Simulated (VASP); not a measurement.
Band structure of RuAs (relaxed from the rock salt structure, space group Fm-3m). These are r2SCAN meta-GGA, VASP's PBE PAW potentials (set 64) (plane waves; VASP) values and carry that method's errors.

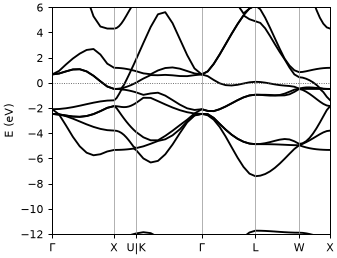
Bands along high-symmetry lines, zero at the valence-band maximum or, without a gap, the Fermi level

Q: Read the plot: is there a gap, and where are the band edges?

A: It has no gap at this level: it comes out as a metal or semimetal.

The structure was generated: RuAs was put into the rock salt type (Fm-3m), which need not be its known phase. It was relaxed first, which changed the volume by -32 %. The electron count is odd and the run is not spin-polarised, which forces a metal.
